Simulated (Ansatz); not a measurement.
Run report: WNH3O3, geometry relaxation

- system: WNH3O3 (WN(OH)3)
- method: RKS r2SCAN-D4/def2-SVP (Ansatz 0.2.0)

The geometry: GFN2-xTB start. Figures and captions count atoms from 1; the log counts them from 0 in places.

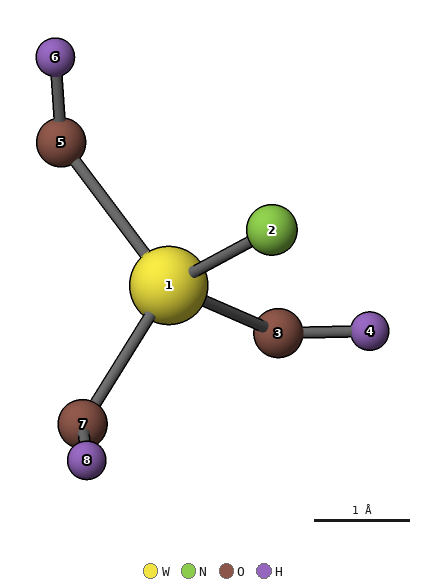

**Figure 1.** The starting structure (ball-and-stick view, seen at a tilt; atoms are numbered from 1 in the order of the input). Sticks mark near contacts.

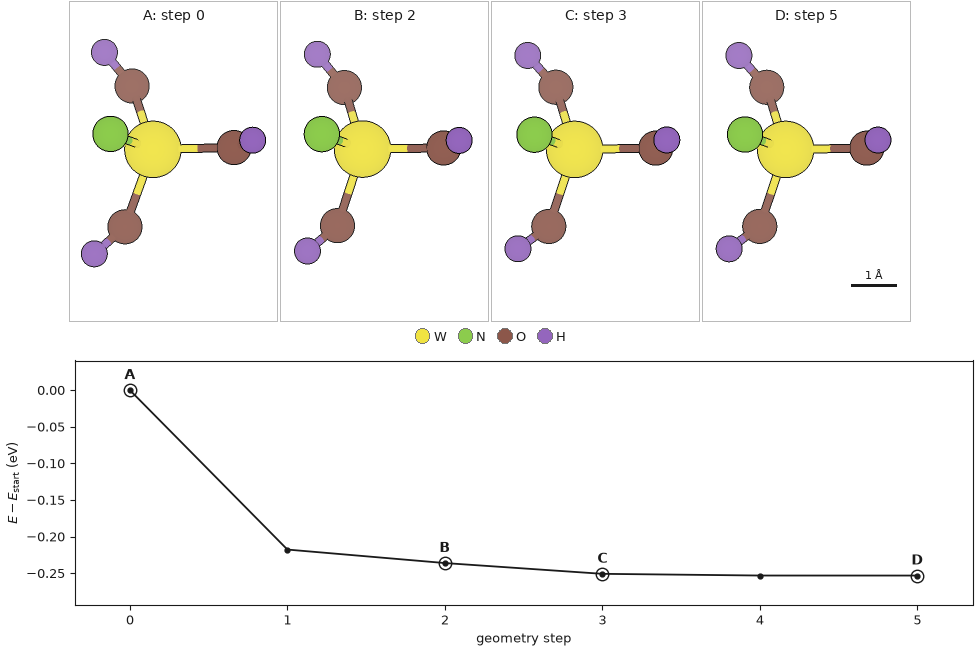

**Figure 2.** Frames of the relaxation (ball-and-stick view, seen at a tilt) above the curves, on which the letters mark them (the first geometry is step 0 here and step 1 in the log).

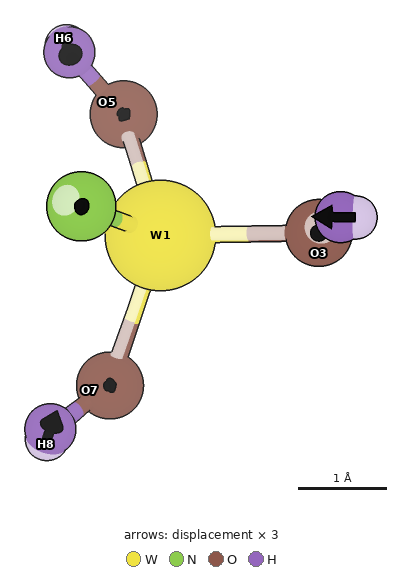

**Figure 3.** Start (faint) and end (solid) with the displacements as black arrows, magnified 3 times (ball-and-stick view, seen at a tilt). The two geometries are laid on each other by the best rigid fit. H4 moves most after the best rigid fit: 0.17 Å. By element the largest moves are H 0.17 Å, N 0.07 Å, O 0.07 Å, W 0.02 Å. Among the contacts that change: W1–N2 1.738 → 1.676 Å, W1–O3 1.916 → 1.900 Å, O3–H4 0.972 → 0.966 Å. Among the angles that change: W1–O3–H4 134.2° → 122.3°, W1–O7–H8 133.4° → 122.3°. The energy falls by 0.253 eV in 5 geometry steps. The largest force component goes from 3.8 to 0.0042 eV/Å. (Atoms are counted from 1 in the order of the input.)

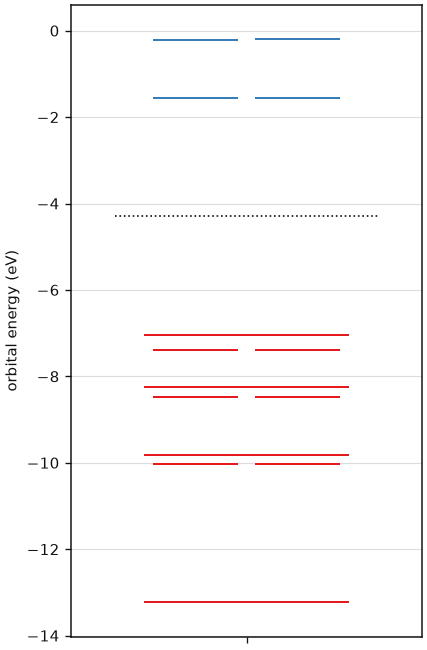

**Figure 4.** Orbital energies near the frontier; the dotted line parts filled from empty levels, and levels within 0.02 eV of each other stand side by side. Highest filled −7.04 eV, lowest empty −1.55 eV, 5.49 eV apart.

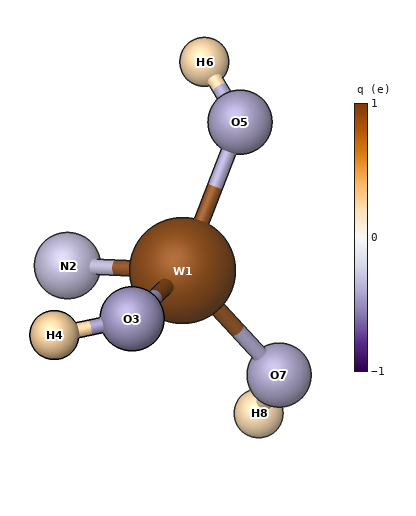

**Figure 5.** Mulliken charges, as the colour of each atom (ball-and-stick view, seen at a tilt; atoms are numbered from 1 in the order of the input; Mulliken charges depend strongly on the basis). By element: W +0.97, N −0.36, O −0.45 and H +0.24 e.

The input that produced these results follows, with the program's output.

Input:
```yaml
crystal:
  periodic: [false, false, false]
  atoms:
    - {symbol: W, position_ang: [0.012880, 0.000910, -0.068440]}
    - {symbol: N, position_ang: [0.026900, 0.029830, 1.668810]}
    - {symbol: O, position_ang: [1.815340, 0.427630, -0.556600]}
    - {symbol: H, position_ang: [2.622580, 0.632600, -0.056430]}
    - {symbol: O, position_ang: [-1.285060, 1.335330, -0.533770]}
    - {symbol: H, position_ang: [-1.866510, 1.915110, -0.014640]}
    - {symbol: O, position_ang: [-0.536430, -1.788180, -0.490390]}
    - {symbol: H, position_ang: [-0.789700, -2.553240, 0.051460]}
basis:
  gaussian: {orbitals: def2-SVP}
hamiltonian: {xc: r2scan, dispersion: d4}
scf: {omitted_lower_state_checks: [starts]}
output: {orbitals: {seedname: orbitals}}
relax: {f_tol: 0.02, max_steps: 100}
```

Launched with:
```bash
ansatz run in.yaml --threads 4 --pin off --events-out ev --progress --plain --max-ram 3916MiB
```

The program's output:
```
Functional definition: r2SCAN
  name "r2SCAN"
  cite "Furness, Kaplan, Ning, Perdew & Sun, J. Phys. Chem. Lett. 11, 8208 (2020) doi:10.1021/acs.jpclett.0c02405"
  cite "Furness, Kaplan, Ning, Perdew & Sun, J. Phys. Chem. Lett. 11, 9248 (2020) doi:10.1021/acs.jpclett.0c03077"
  parent r2scan
  parameter k0 = 0.174
  parameter k1 = 0.065
  parameter a1 = 4.9479
  exchange = r2scan_x(k0 = k0, k1 = k1, a1 = a1)
  correlation = r2scan_c
these checks for a lower state are left out or cut short: starts
1082 factors; their error is unknown
mean field evaluation 1: about -9475.1589 eV, gradient 1.2e2 eV
mean field evaluation 2: about -9270.9961 eV, gradient 2.8e2 eV
mean field evaluation 4: about -9495.1251 eV, gradient 5.2e1 eV
mean field evaluation 8: about -9500.6314 eV, gradient 2.6e0 eV
mean field evaluation 16: about -9500.6038 eV, gradient 4.2e-3 eV
mean field -9500.60381782 eV, -349.1407505645 hartree, gradient 1.4e-5 eV, S^2 0.000000; 0 other end points of the search recorded, 0 dependent functions left out
the calculation of the forces begins
reference -9500.60384212 eV, -349.1407514574 hartree; 24, 24 occupied and 79, 79 virtual orbitals, 1082 factors
relax step   1: F+E_penalty+E_count = -9500.64398014 eV  Δ(F+E_penalty+E_count) = +0.000e0 eV  max|allowed force component| = 3.774e0 eV/Å  Δτ_max = 0.0000 Å  (31 SCF iters, accepted)
these checks for a lower state are left out or cut short: starts, cluster_reference, orbital_swaps, neighbouring_geometries, increment
1082 factors; their error is unknown
mean field -9500.82082118 eV, -349.1487252908 hartree, gradient 2.4e-5 eV, S^2 0.000000; 0 other end points of the search recorded, 0 dependent functions left out
the calculation of the forces begins
reference -9500.82084572 eV, -349.1487261927 hartree; 24, 24 occupied and 79, 79 virtual orbitals, 1082 factors
relax step   2: F+E_penalty+E_count = -9500.86163596 eV  Δ(F+E_penalty+E_count) = -2.177e-1 eV  max|allowed force component| = 3.628e-1 eV/Å  Δτ_max = 0.0861 Å  (37 SCF iters, accepted)
these checks for a lower state are left out or cut short: starts, cluster_reference, orbital_swaps, neighbouring_geometries, increment
1082 factors; their error is unknown
mean field evaluation 32: about -9500.8828 eV, gradient 6.3e-2 eV
mean field -9500.83929368 eV, -349.1494041426 hartree, gradient 2.7e-5 eV, S^2 0.000000; 0 other end points of the search recorded, 0 dependent functions left out
the calculation of the forces begins
reference -9500.83931825 eV, -349.1494050454 hartree; 24, 24 occupied and 79, 79 virtual orbitals, 1082 factors
relax step   3: F+E_penalty+E_count = -9500.88006833 eV  Δ(F+E_penalty+E_count) = -1.843e-2 eV  max|allowed force component| = 2.021e-1 eV/Å  Δτ_max = 0.0300 Å  (32 SCF iters, accepted)
these checks for a lower state are left out or cut short: starts, cluster_reference, orbital_swaps, neighbouring_geometries, increment
1082 factors; their error is unknown
mean field -9500.85406838 eV, -349.1499471027 hartree, gradient 1.4e-5 eV, S^2 0.000000; 0 other end points of the search recorded, 0 dependent functions left out
the calculation of the forces begins
reference -9500.85409302 eV, -349.1499480082 hartree; 24, 24 occupied and 79, 79 virtual orbitals, 1082 factors
relax step   4: F+E_penalty+E_count = -9500.89478196 eV  Δ(F+E_penalty+E_count) = -1.471e-2 eV  max|allowed force component| = 2.064e-1 eV/Å  Δτ_max = 0.0789 Å  (32 SCF iters, accepted)
these checks for a lower state are left out or cut short: starts, cluster_reference, orbital_swaps, neighbouring_geometries, increment
1082 factors; their error is unknown
mean field -9500.85636942 eV, -349.1500316644 hartree, gradient 2.4e-5 eV, S^2 0.000000; 0 other end points of the search recorded, 0 dependent functions left out
the calculation of the forces begins
reference -9500.85639408 eV, -349.1500325708 hartree; 24, 24 occupied and 79, 79 virtual orbitals, 1082 factors
relax step   5: F+E_penalty+E_count = -9500.89710636 eV  Δ(F+E_penalty+E_count) = -2.324e-3 eV  max|allowed force component| = 2.023e-2 eV/Å  Δτ_max = 0.0106 Å  (33 SCF iters, accepted)
these checks for a lower state are left out or cut short: starts, cluster_reference, orbital_swaps, neighbouring_geometries, increment
1082 factors; their error is unknown
mean field -9500.85640508 eV, -349.1500329749 hartree, gradient 2.4e-5 eV, S^2 0.000000; 0 other end points of the search recorded, 0 dependent functions left out
the calculation of the forces begins
reference -9500.85642974 eV, -349.1500338812 hartree; 24, 24 occupied and 79, 79 virtual orbitals, 1082 factors
relax step   6: F+E_penalty+E_count = -9500.89714071 eV  Δ(F+E_penalty+E_count) = -3.436e-5 eV  max|allowed force component| = 4.199e-3 eV/Å  Δτ_max = 0.0029 Å  (34 SCF iters, accepted)
these checks for a lower state are left out or cut short: starts
1082 factors; their error is unknown
mean field -9500.85640508 eV, -349.1500329749 hartree, gradient 2.5e-5 eV, S^2 0.000000; 0 other end points of the search recorded, 0 dependent functions left out
the calculation of the forces begins
reference -9500.85642974 eV, -349.1500338812 hartree; 24, 24 occupied and 79, 79 virtual orbitals, 1082 factors
Total energy: -9500.89716537 eV, -349.1515308880 hartree
Atom 0 at    -0.000922    -0.001442    -0.076320 Å, force     0.000097     0.000039     0.004199 eV/Å
Atom 1 at     0.022013     0.028338     1.599660 Å, force    -0.000173    -0.000011    -0.004040 eV/Å
Atom 2 at     1.773657     0.418098    -0.611356 Å, force     0.000884     0.000242     0.000001 eV/Å
Atom 3 at     2.476856     0.596944     0.027004 Å, force    -0.000067    -0.000254    -0.000078 eV/Å
Atom 4 at    -1.269946     1.318228    -0.585609 Å, force    -0.000777     0.000830    -0.000005 eV/Å
Atom 5 at    -1.752957     1.847561     0.062836 Å, force     0.000018     0.000090    -0.000048 eV/Å
Atom 6 at    -0.527389    -1.767310    -0.541005 Å, force    -0.000299    -0.000900     0.000033 eV/Å
Atom 7 at    -0.721312    -2.440427     0.124790 Å, force     0.000318    -0.000036    -0.000061 eV/Å
Dipole moment:     0.000192     0.000495     0.022347 e Å
Checks for a lower state left out: starts
```

Trajectory as extended XYZ (Å, eV, eV/Å), 6 frames, from step=1 to step=6:
```
8
Properties=species:S:1:pos:R:3:forces:R:3 step=1 energy=-9500.64398
W     0.0129    0.0009   -0.0684   -0.1332   0.0536   3.7744
N     0.0269    0.0298    1.6688   -0.0133  -0.0600  -3.3703
O     1.8153    0.4276   -0.5566   -0.4466  -0.1095  -0.2031
H     2.6226    0.6326   -0.0564   -0.4795  -0.1176   0.0771
O    -1.2851    1.3353   -0.5338    0.3822  -0.4029  -0.2029
H    -1.8665    1.9151   -0.0146    0.3629  -0.3362   0.0729
O    -0.5364   -1.7882   -0.4904    0.1678   0.5254  -0.2128
H    -0.7897   -2.5532    0.0515    0.1599   0.4472   0.0646
8
Properties=species:S:1:pos:R:3:forces:R:3 step=2 energy=-9500.86164
W    -0.0008    0.0000   -0.0081    0.0523  -0.0053   0.0499
N     0.0225    0.0271    1.6672   -0.0151   0.0069   0.1686
O     1.7507    0.4131   -0.5757    0.3282   0.0782  -0.1878
H     2.5394    0.6104   -0.0535   -0.1313  -0.0312   0.1007
O    -1.2538    1.2996   -0.5554   -0.2683   0.2846  -0.1361
H    -1.7965    1.8888   -0.0140    0.0993  -0.1036   0.0695
O    -0.5223   -1.7419   -0.5118   -0.1042  -0.3628  -0.1335
H    -0.7393   -2.4972    0.0513    0.0390   0.1333   0.0686
8
Properties=species:S:1:pos:R:3:forces:R:3 step=3 energy=-9500.88007
W    -0.0006   -0.0008   -0.0337   -0.0085   0.0049   0.0916
N     0.0185    0.0279    1.6419    0.0078   0.0006   0.0893
O     1.7601    0.4152   -0.5865    0.2021   0.0458  -0.1389
H     2.5248    0.6068   -0.0279   -0.0961  -0.0216   0.0758
O    -1.2602    1.3082   -0.5629   -0.1441   0.1520  -0.1242
H    -1.7853    1.8801    0.0124    0.0694  -0.0734   0.0623
O    -0.5235   -1.7531   -0.5196   -0.0565  -0.2019  -0.1148
H    -0.7336   -2.4843    0.0763    0.0259   0.0936   0.0590
8
Properties=species:S:1:pos:R:3:forces:R:3 step=4 energy=-9500.89478
W    -0.0034   -0.0008   -0.0803    0.1227  -0.0316   0.0466
N     0.0324    0.0262    1.5962   -0.0633   0.0120  -0.0487
O     1.7734    0.4185   -0.6113    0.1612   0.0469   0.1511
H     2.4773    0.5974    0.0344   -0.2064  -0.0549  -0.1784
O    -1.2719    1.3198   -0.5902   -0.1209   0.1195   0.1852
H    -1.7558    1.8477    0.0653    0.1087  -0.1120  -0.1598
O    -0.5281   -1.7686   -0.5436   -0.0539  -0.1292   0.1611
H    -0.7240   -2.4403    0.1294    0.0519   0.1495  -0.1570
8
Properties=species:S:1:pos:R:3:forces:R:3 step=5 energy=-9500.89711
W    -0.0001   -0.0020   -0.0758   -0.0034   0.0042   0.0095
N     0.0229    0.0279    1.6004   -0.0012  -0.0006  -0.0197
O     1.7740    0.4183   -0.6117   -0.0148  -0.0038  -0.0112
H     2.4758    0.5988    0.0270    0.0202   0.0036   0.0141
O    -1.2691    1.3173   -0.5859    0.0100  -0.0112  -0.0093
H    -1.7523    1.8458    0.0626   -0.0112   0.0130   0.0129
O    -0.5274   -1.7673   -0.5414    0.0034   0.0132  -0.0098
H    -0.7238   -2.4388    0.1247   -0.0031  -0.0185   0.0136
8
Properties=species:S:1:pos:R:3:forces:R:3 step=6 energy=-9500.89714
W    -0.0009   -0.0014   -0.0763    0.0001   0.0000   0.0042
N     0.0220    0.0283    1.5997   -0.0002   0.0000  -0.0040
O     1.7737    0.4181   -0.6114    0.0009   0.0002   0.0000
H     2.4769    0.5969    0.0270   -0.0001  -0.0003  -0.0001
O    -1.2699    1.3182   -0.5856   -0.0008   0.0008   0.0000
H    -1.7530    1.8476    0.0628    0.0000   0.0001   0.0000
O    -0.5274   -1.7673   -0.5410   -0.0003  -0.0009   0.0000
H    -0.7213   -2.4404    0.1248    0.0003   0.0000  -0.0001
```

Summary:

- outcome: converged
- total energy: −9500.8972 eV
- mean-field energy: −9500.8564 eV
- dispersion energy: −0.0407 eV
- SCF solution under orbital rotations: stable
- HOMO: −7.04 eV
- LUMO: −1.55 eV
- largest force (length of the vector) at the end: 0.004 eV/Å
- dipole moment: 0.11 D
- hardware: 4 threads of Arm Neoverse V2, 23 GiB of memory available, shared host
- wall time: 14 s (CPU time 52 s)
- peak memory: 0.18 GiB
